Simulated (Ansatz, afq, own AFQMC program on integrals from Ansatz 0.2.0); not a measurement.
# AlSiH2+ (triplet): AFQMC on the coupled-cluster ladder, cc-pVDZ, part 2 of 2

Ansatz 0.2.0, Gaussian basis, and an in-house AFQMC program (afq) on its integrals; all values are calculated; cc-pVDZ, frozen cores.

**11. Free-projection AFQMC, CISD trial on ROHF**

It reads the integrals that the CCSD(T) run on this determinant wrote.

The run is started by

```
> afq ham --method free --trial cisd --walkers 60 --time-step 0.03 --max-blocks 80 --target-error 0.00034 --factor-cut 1e-05 --seed 7594 --times 0,0.3,0.6,1.2,1.8,2.4,3.6,4.8,6 --taylor-order 8
```

Log:

```text
orbitals 36  electrons 5 3  factors 266 of 451
reference energy -531.65497319 Eh
CCSD correlation -0.14124856 Eh in 12 cycles, weight of the determinant in the CISD state 0.8812
repeat  energy at the last time / Eh  error
    10  -531.800085  0.000758
    20  -531.801259  0.000713
    30  -531.801245  0.000539
    40  -531.801162  0.000433
    50  -531.801275  0.000375
    60  -531.801124  0.000357
    70  -531.801157  0.000369
    80  -531.801148  0.000338
time / (1/Eh)  energy / Eh  error  mean overlap
  0.00  -531.796291  0.000065  1.1362
  0.30  -531.798085  0.000086  1.1359
  0.60  -531.799127  0.000101  1.1335
  1.20  -531.799931  0.000115  1.1490
  1.80  -531.800419  0.000110  1.1496
  2.40  -531.800912  0.000148  1.1287
  3.60  -531.801268  0.000193  1.0963
  4.80  -531.800985  0.000286  1.1132
  6.00  -531.801148  0.000338  1.0974
energy -531.801148 +/- 0.000338 Eh
```

It took 4.5 min on 1 thread of Arm Neoverse V1, shared host.

Energy -14471.0464 ± 0.0092 eV. Caveats: remainder of the start not in the error.

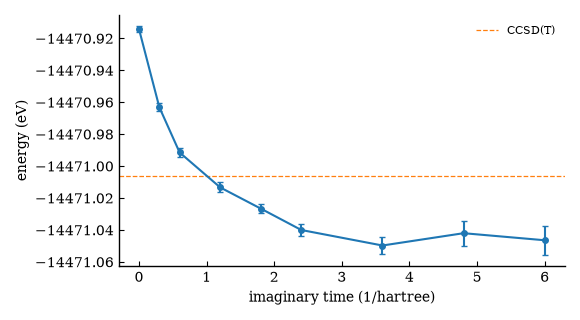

Energy against projection time, with error bars.

**12. CCSD(T) on UHF**

Contents of in.yaml:

```yaml
crystal:
  periodic: [false, false, false]
  atoms:
    - {symbol: Si, position_ang: [0.000000, 0.000000, 1.249328]}
    - {symbol: Al, position_ang: [0.000000, 0.000000, -1.159384]}
    - {symbol: H, position_ang: [0.000000, 1.405470, -1.888034]}
    - {symbol: H, position_ang: [0.000000, -1.405470, -1.888034]}
basis:
  gaussian: {orbitals: cc-pVDZ}
total_charge: 1
magnetization: {spin_polarized: true, initial_magnetization: 2}
correlation: {method: ccsd_t, electrons: outside_noble_gas, hamiltonian_folder: ham}
```

The run is started by

```
> ansatz run in.yaml --threads 1 --pin off --events-out ev --progress --plain --max-ram 1843MiB
```

Log:

```text
Functional definition: HF
  name "HF"
  cite "Fock, Z. Phys. 61, 126 (1930) doi:10.1007/BF01340294"
  parent pbe
  exchange = exact_x
  correlation = 0
451 factors; integrals over basis functions are off by at most 9.2e-4 eV
mean field evaluation 1: about -14465.8333 eV, gradient 8.4e0 eV
mean field evaluation 2: about -14465.8363 eV, gradient 8.4e0 eV
mean field evaluation 4: about -14467.1176 eV, gradient 1.1e0 eV
mean field evaluation 8: about -14467.1708 eV, gradient 1.4e-2 eV
mean field evaluation 16: about -14467.1146 eV, gradient 1.1e0 eV
mean field evaluation 32: about -14466.3186 eV, gradient 5.7e0 eV
mean field evaluation 64: about -14466.7593 eV, gradient 2.3e0 eV
mean field evaluation 96: about -14463.9284 eV, gradient 5.2e-2 eV
mean field evaluation 128: about -14466.8481 eV, gradient 6.6e-4 eV
mean field evaluation 160: about -14463.5944 eV, gradient 6.2e-2 eV
mean field evaluation 192: about -14463.4301 eV, gradient 4.5e0 eV
mean field evaluation 224: about -14463.5946 eV, gradient 2.7e-3 eV
mean field -14467.17076937 eV, -531.6587195740 hartree, gradient 2.5e-6 eV, S^2 2.012648; 9 other end points of the search recorded, 0 dependent functions left out
determinant -14467.17076937 eV, -531.6587195740 hartree, with singles and doubles -14470.91631649 eV, -531.7963658918 hartree
determinant -14466.84811068 eV, -531.6468620857 hartree, with singles and doubles -14470.53541565 eV, -531.7823680441 hartree
determinant -14465.38432604 eV, -531.5930689923 hartree, with singles and doubles -14469.18673716 eV, -531.7328050235 hartree
determinant -14463.92855466 eV, -531.5395703807 hartree, with singles and doubles -14467.90047941 eV, -531.6855359232 hartree
determinant -14467.17076937 eV, -531.6587195740 hartree, with singles and doubles -14470.91602000 eV, -531.7963549957 hartree
determinant -14466.84811068 eV, -531.6468620857 hartree, with singles and doubles -14470.53510640 eV, -531.7823566792 hartree
10 core orbitals not correlated: weight in the atoms' cores, before any rotation towards them, 1.000 or more for the frozen orbitals, at most 0.000 for the correlated occupied ones
reference -14467.17076937 eV, -531.6587195740 hartree; 5, 3 occupied and 31, 33 virtual orbitals, 451 factors
second order -2.76907660 eV of doubles, -0.00000000 eV of singles
cycle   1  -3.74524895 eV  change    1.7e-6 eV  update   1.5e-6
perturbative correction -0.09021623 eV, -0.0033153853 hartree
Total energy: -14471.00623456 eV, -531.7996703197 hartree
```

It took 3.5 s on 1 thread of Arm Neoverse V1, shared host.

From the report: ⟨S²⟩ of the determinant 2.013 (pure triplet: 2.00); correlation -3.8355 eV; T1 0.025; largest double amplitude 0.06.

This run also writes the integrals to the folder ham.

**13. CCSDT(Q) on UHF**

Changes to in.yaml since step 12:

```diff
@@ -11,2 +11,2 @@
 magnetization: {spin_polarized: true, initial_magnetization: 2}
-correlation: {method: ccsd_t, electrons: outside_noble_gas, hamiltonian_folder: ham}
+correlation: {method: ccsdt_q, electrons: outside_noble_gas}
```

Launched as before.

Log:

```text
Functional definition: HF
  name "HF"
  cite "Fock, Z. Phys. 61, 126 (1930) doi:10.1007/BF01340294"
  parent pbe
  exchange = exact_x
  correlation = 0
865 factors; integrals over basis functions are off by at most 1.4e-7 eV
mean field evaluation 1: about -14465.8331 eV, gradient 8.4e0 eV
mean field evaluation 2: about -14465.8363 eV, gradient 8.4e0 eV
mean field evaluation 4: about -14467.1177 eV, gradient 1.1e0 eV
mean field evaluation 8: about -14467.1708 eV, gradient 1.4e-2 eV
mean field evaluation 16: about -14467.1145 eV, gradient 1.1e0 eV
mean field evaluation 32: about -14466.3186 eV, gradient 5.7e0 eV
mean field evaluation 64: about -14466.7593 eV, gradient 2.3e0 eV
mean field evaluation 96: about -14463.9285 eV, gradient 5.3e-2 eV
mean field evaluation 128: about -14466.8482 eV, gradient 6.7e-4 eV
mean field evaluation 160: about -14463.5945 eV, gradient 6.3e-2 eV
mean field evaluation 192: about -14463.4301 eV, gradient 4.5e0 eV
mean field evaluation 224: about -14463.5947 eV, gradient 2.7e-3 eV
mean field -14467.17081547 eV, -531.6587212678 hartree, gradient 2.6e-6 eV, S^2 2.012648; 9 other end points of the search recorded, 0 dependent functions left out
determinant -14467.17081547 eV, -531.6587212678 hartree, with singles and doubles -14470.91636575 eV, -531.7963677017 hartree
determinant -14466.84815582 eV, -531.6468637447 hartree, with singles and doubles -14470.53546608 eV, -531.7823698972 hartree
determinant -14465.38437107 eV, -531.5930706473 hartree, with singles and doubles -14469.18678241 eV, -531.7328066864 hartree
determinant -14463.92861209 eV, -531.5395724913 hartree, with singles and doubles -14467.90054478 eV, -531.6855383254 hartree
determinant -14467.17081547 eV, -531.6587212678 hartree, with singles and doubles -14470.91606942 eV, -531.7963568119 hartree
determinant -14466.84815582 eV, -531.6468637447 hartree, with singles and doubles -14470.53515700 eV, -531.7823585386 hartree
10 core orbitals not correlated: weight in the atoms' cores, before any rotation towards them, 1.000 or more for the frozen orbitals, at most 0.000 for the correlated occupied ones
reference -14467.17081547 eV, -531.6587212678 hartree; 5, 3 occupied and 31, 33 virtual orbitals, 865 factors
second order -2.76911611 eV of doubles, -0.00000000 eV of singles
cycle   1  -3.42575878 eV  change   -6.6e-1 eV  update   7.9e-2
cycle   2  -3.79662517 eV  change   -3.7e-1 eV  update   3.8e-2
cycle   3  -3.84395245 eV  change   -4.7e-2 eV  update   1.9e-2
cycle   4  -3.86638554 eV  change   -2.2e-2 eV  update   1.1e-2
cycle   5  -3.86889485 eV  change   -2.5e-3 eV  update   5.3e-3
cycle   6  -3.86732726 eV  change    1.6e-3 eV  update   2.7e-3
cycle   7  -3.86756722 eV  change   -2.4e-4 eV  update   1.1e-3
cycle   8  -3.86861684 eV  change   -1.0e-3 eV  update   6.2e-4
cycle   9  -3.86877985 eV  change   -1.6e-4 eV  update   3.1e-4
cycle  10  -3.86857651 eV  change    2.0e-4 eV  update   1.5e-4
cycle  11  -3.86848820 eV  change    8.8e-5 eV  update   7.9e-5
cycle  12  -3.86851805 eV  change   -3.0e-5 eV  update   4.1e-5
cycle  13  -3.86857060 eV  change   -5.3e-5 eV  update   2.4e-5
cycle  14  -3.86858802 eV  change   -1.7e-5 eV  update   1.3e-5
cycle  15  -3.86858208 eV  change    5.9e-6 eV  update   7.6e-6
cycle  16  -3.86857590 eV  change    6.2e-6 eV  update   4.8e-6
cycle  17  -3.86857196 eV  change    3.9e-6 eV  update   2.6e-6
cycle  18  -3.86857131 eV  change    6.5e-7 eV  update   1.4e-6
cycle  19  -3.86857272 eV  change   -1.4e-6 eV  update   8.3e-7
cycle  20  -3.86857353 eV  change   -8.1e-7 eV  update   4.7e-7
perturbative correction -0.00440913 eV, -0.0001620326 hartree
Total energy: -14471.04379813 eV, -531.8010507554 hartree
```

It took 15 s on 1 thread of Arm Neoverse V1, shared host.

From the report: ⟨S²⟩ of the determinant 2.013 (pure triplet: 2.00); correlation -3.8730 eV; T1 0.028; largest double amplitude 0.06.

**14. Phaseless AFQMC, CISD trial on UHF**

It reads the integrals that the CCSD(T) run on this determinant wrote.

The run is started by

```
> afq ham --method phaseless --trial cisd --walkers 60 --populations 1 --least-time 40 --time-step 0.005 --steps-per-block 50 --equilibration-blocks 28 --max-blocks 300 --target-error 0.00034 --factor-cut 1e-05 --start spin_pure --seed 7595 --release-times 0.24,0.51,0.99,1.62,2.4 --release-step 0.03 --release-every 4 --taylor-order 6
```

Log:

```text
orbitals 36  electrons 5 3  factors 266 of 451
reference energy -531.65871957 Eh
CCSD correlation -0.13763536 Eh in 12 cycles, weight of the determinant in the CISD state 0.8857
energy of the start -531.796167 Eh
 block  time / (1/Eh)  mean weight  energy / Eh
     1     0.250  1.0000  -531.794817
     2     0.500  0.9999  -531.794824
     3     0.750  0.9997  -531.795179
     4     1.000  0.9999  -531.796549
     5     1.250  0.9997  -531.797049
     6     1.500  1.0017  -531.797267
     7     1.750  0.9997  -531.798019
     8     2.000  1.0014  -531.798135
     9     2.250  1.0000  -531.798563
    10     2.500  1.0007  -531.798061
    13     3.250  0.9997  -531.799354
    17     4.250  1.0015  -531.801555
    21     5.250  1.0009  -531.802926
    25     6.250  1.0005  -531.806053
    29     7.250  1.0005  -531.802895
    33     8.250  0.9986  -531.802875
    37     9.250  0.9985  -531.801703
    41    10.250  0.9994  -531.799164
    45    11.250  0.9984  -531.802680
    49    12.250  0.9989  -531.803157
    53    13.250  1.0019  -531.797728
    57    14.250  0.9987  -531.797673
    61    15.250  0.9994  -531.798454
    65    16.250  0.9996  -531.800838
    69    17.250  1.0012  -531.800234
    73    18.250  1.0004  -531.797963
    77    19.250  1.0007  -531.797930
    81    20.250  0.9995  -531.799921
    85    21.250  1.0000  -531.801579
    89    22.250  1.0010  -531.804213
    93    23.250  0.9992  -531.800120
    97    24.250  1.0004  -531.798860
   101    25.250  0.9994  -531.804562
   105    26.250  1.0019  -531.799950
   109    27.250  1.0016  -531.799822
   113    28.250  0.9992  -531.798069
   117    29.250  1.0018  -531.798892
   121    30.250  0.9999  -531.798239
   125    31.250  1.0005  -531.800315
   129    32.250  1.0008  -531.799654
   133    33.250  0.9998  -531.800137
   137    34.250  0.9999  -531.800228
   141    35.250  1.0009  -531.801300
   145    36.250  0.9997  -531.798613
   149    37.250  1.0006  -531.799801
   153    38.250  1.0007  -531.799869
   157    39.250  0.9999  -531.799890
   161    40.250  1.0010  -531.800642
   165    41.250  0.9997  -531.798292
   169    42.250  0.9996  -531.798692
   173    43.250  1.0018  -531.798376
   177    44.250  0.9997  -531.800509
   181    45.250  1.0011  -531.798867
   185    46.250  0.9991  -531.799485
blocks merged  error / Eh  count
     1  0.000182  160
     2  0.000221  80
     4  0.000264  40
     8  0.000295  20
    16  0.000283  10
released: time / (1/Eh)  energy / Eh  error  mean overlap
  0.24  -531.800386  0.000267  1.0017
  0.51  -531.800654  0.000244  0.9885
  0.99  -531.800930  0.000289  0.9914
  1.62  -531.800904  0.000323  0.9936
  2.40  -531.800984  0.000401  0.9796
energy -531.800225 +/- 0.000295 Eh
```

Wall time 3.6 min (1 thread of Arm Neoverse V1, shared host).

Energy -14471.0213 ± 0.0080 eV. Caveats: constraint bias not in the error.

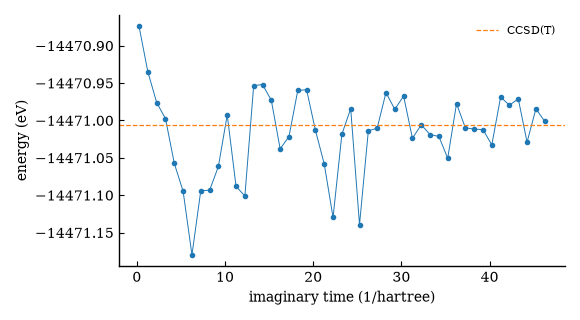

Block energies along the walk.

**15. Phaseless AFQMC, single-determinant trial on UHF**

It reads the integrals that the CCSD(T) run on this determinant wrote.

The run is started by

```
> afq ham --method phaseless --trial hf --walkers 120 --populations 1 --least-time 40 --time-step 0.005 --steps-per-block 20 --equilibration-blocks 112 --max-blocks 600 --target-error 0.00102 --factor-cut 1e-05 --start spin_pure --seed 696 --taylor-order 6
```

Log:

```text
orbitals 36  electrons 5 3  factors 266 of 451
reference energy -531.65871957 Eh
CCSD correlation -0.13763536 Eh in 12 cycles, weight of the determinant in the CISD state 0.8857
energy of the start -531.658855 Eh
 block  time / (1/Eh)  mean weight  energy / Eh
     1     0.100  1.0003  -531.677316
     2     0.200  1.0009  -531.692295
     3     0.300  1.0004  -531.704491
     4     0.400  1.0002  -531.717575
     5     0.500  1.0016  -531.725164
     6     0.600  1.0005  -531.735259
     7     0.700  0.9996  -531.741116
     8     0.800  1.0008  -531.749471
     9     0.900  1.0006  -531.753440
    10     1.000  0.9997  -531.757948
    18     1.800  1.0017  -531.775060
    35     3.500  1.0001  -531.795893
    52     5.200  1.0004  -531.807819
    69     6.900  1.0001  -531.803930
    86     8.600  0.9993  -531.803108
   103    10.300  1.0007  -531.793471
   120    12.000  1.0015  -531.789807
   137    13.700  1.0009  -531.777039
   154    15.400  1.0009  -531.792885
   171    17.100  1.0044  -531.760766
   188    18.800  1.0005  -531.807360
   205    20.500  1.0001  -531.797069
   222    22.200  0.9983  -531.795933
   239    23.900  1.0000  -531.807237
   256    25.600  0.9991  -531.802725
   273    27.300  1.0009  -531.798534
   290    29.000  0.9995  -531.802805
   307    30.700  0.9992  -531.795886
   324    32.400  1.0005  -531.805744
   341    34.100  1.0007  -531.801498
   358    35.800  0.9993  -531.805945
   375    37.500  1.0004  -531.793835
   392    39.200  0.9999  -531.816928
   409    40.900  1.0006  -531.803371
   426    42.600  0.9986  -531.807268
   443    44.300  1.0008  -531.812540
   460    46.000  0.9992  -531.804358
   477    47.700  1.0002  -531.795918
   494    49.400  1.0011  -531.793676
   511    51.100  1.0009  -531.796396
   528    52.800  0.9996  -531.796594
   545    54.500  0.9995  -531.789585
   562    56.200  0.9996  -531.793192
   579    57.900  1.0004  -531.812906
   596    59.600  1.0007  -531.784073
   613    61.300  1.0006  -531.804616
   630    63.000  0.9995  -531.792785
   647    64.700  1.0017  -531.793240
   664    66.400  0.9984  -531.796607
   681    68.100  1.0009  -531.806688
   698    69.800  0.9993  -531.791186
blocks merged  error / Eh  count
     1  0.000474  600
     2  0.000629  300
     4  0.000815  150
     8  0.001038  75
    16  0.001211  37
    32  0.001249  18
    64  0.001288  9
energy -531.799744 +/- 0.001249 Eh
```

Wall time 4.2 min (1 thread of Arm Neoverse V1, shared host).

Energy -14471.0082 ± 0.0340 eV. Caveats: constraint bias not in the error.

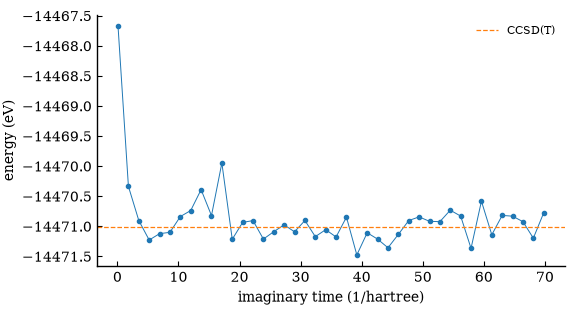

Block energies along the walk.

**16. Free-projection AFQMC, CISD trial on UHF**

It reads the integrals that the CCSD(T) run on this determinant wrote.

The run is started by

```
> afq ham --method free --trial cisd --walkers 60 --time-step 0.03 --max-blocks 80 --target-error 0.00034 --factor-cut 1e-05 --seed 7594 --times 0,0.3,0.6,1.2,1.8,2.4,3.6,4.8,6 --taylor-order 8
```

Log:

```text
orbitals 36  electrons 5 3  factors 266 of 451
reference energy -531.65871957 Eh
CCSD correlation -0.13763536 Eh in 12 cycles, weight of the determinant in the CISD state 0.8857
repeat  energy at the last time / Eh  error
    10  -531.800290  0.000676
    20  -531.800973  0.000645
    30  -531.801025  0.000473
    40  -531.800963  0.000425
    50  -531.801081  0.000372
    60  -531.800840  0.000374
    70  -531.801052  0.000354
    80  -531.801081  0.000323
time / (1/Eh)  energy / Eh  error  mean overlap
  0.00  -531.796398  0.000064  1.1304
  0.30  -531.798134  0.000081  1.1310
  0.60  -531.799077  0.000076  1.1326
  1.20  -531.800096  0.000101  1.1402
  1.80  -531.800548  0.000111  1.1420
  2.40  -531.801039  0.000144  1.1150
  3.60  -531.801339  0.000222  1.0826
  4.80  -531.800615  0.000278  1.1110
  6.00  -531.801081  0.000323  1.1221
energy -531.801081 +/- 0.000323 Eh
```

It took 4.5 min on 1 thread of Arm Neoverse V1, shared host.

Energy -14471.0446 ± 0.0088 eV. Caveats: remainder of the start not in the error.

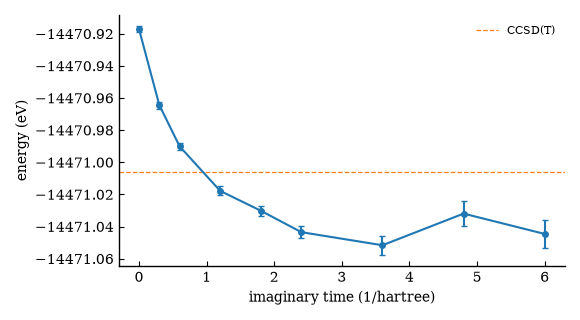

Energy against projection time, with error bars.

**17. AFQMC on the ladder**

On the ROHF determinant, counted from CCSDT(Q) (a yardstick, not exact):

```
                                                             level  energy (eV)  from CCSDT(Q) (kcal/mol)  statistical error (kcal/mol)     time
                                                                HF  -14467.0688                    +91.66                                       
                                                               MP2  -14469.9379                    +25.49                                       
                                                              CCSD  -14470.9124                     +3.02                                       
                                                           CCSD(T)  -14471.0062                     +0.86                                       
                                                          CCSDT(Q)  -14471.0434                      0.00                                       
Phaseless AFQMC, single-determinant trial, step 0.005, 120 walkers  -14470.9459                     +2.25                          0.63    4 min
          Free-projection AFQMC, CISD trial, step 0.03, 60 walkers  -14471.0464                     -0.07                          0.21  4.5 min
```

On the UHF determinant, counted from CCSDT(Q) (a yardstick, not exact):

```
                                                             level  energy (eV)  from CCSDT(Q) (kcal/mol)  statistical error (kcal/mol)     time
                                                                HF  -14467.1708                    +89.31                                       
                                                               MP2  -14469.9398                    +25.46                                       
                                                              CCSD  -14470.9160                     +2.95                                       
                                                           CCSD(T)  -14471.0062                     +0.87                                       
                                                          CCSDT(Q)  -14471.0438                      0.00                                       
               Phaseless AFQMC, CISD trial, step 0.005, 60 walkers  -14471.0213                     +0.52                          0.19  3.6 min
Phaseless AFQMC, single-determinant trial, step 0.005, 120 walkers  -14471.0082                     +0.82                          0.78  4.2 min
          Free-projection AFQMC, CISD trial, step 0.03, 60 walkers  -14471.0446                     -0.02                          0.20  4.5 min
```

The functionals' totals stand on their own zeros and serve differences with other points: PBE -14487.854 eV; r2SCAN -14494.133 eV; PBE0 -14489.250 eV; B3LYP -14496.895 eV; wB97M-V -14494.550 eV; B2PLYP -14489.057 eV.

**18. Summary of results**

The summary covers parts 1 to 2.

```
                                                       quantity                  value
                                  CCSD(T) on ROHF from CCSDT(Q)         +0.86 kcal/mol
Phaseless AFQMC, single-determinant trial on ROHF from CCSDT(Q)  +2.25 ± 0.63 kcal/mol
        Free-projection AFQMC, CISD trial on ROHF from CCSDT(Q)  -0.07 ± 0.21 kcal/mol
                                   CCSD(T) on UHF from CCSDT(Q)         +0.87 kcal/mol
               Phaseless AFQMC, CISD trial on UHF from CCSDT(Q)  +0.52 ± 0.19 kcal/mol
 Phaseless AFQMC, single-determinant trial on UHF from CCSDT(Q)  +0.82 ± 0.78 kcal/mol
         Free-projection AFQMC, CISD trial on UHF from CCSDT(Q)  -0.02 ± 0.20 kcal/mol
```

In words: Free projection has no constraint; at the last time it gives -0.07 ± 0.21 kcal/mol. On UHF the phaseless walk with the CISD trial lies +0.52 kcal/mol from CCSDT(Q), within three error bars. Free projection has no constraint; at the last time it gives -0.02 ± 0.20 kcal/mol, and from a start that isn't spin pure other spins can mix in. Error bars are statistical and leave out the constraint, the time step and what remains of the start.
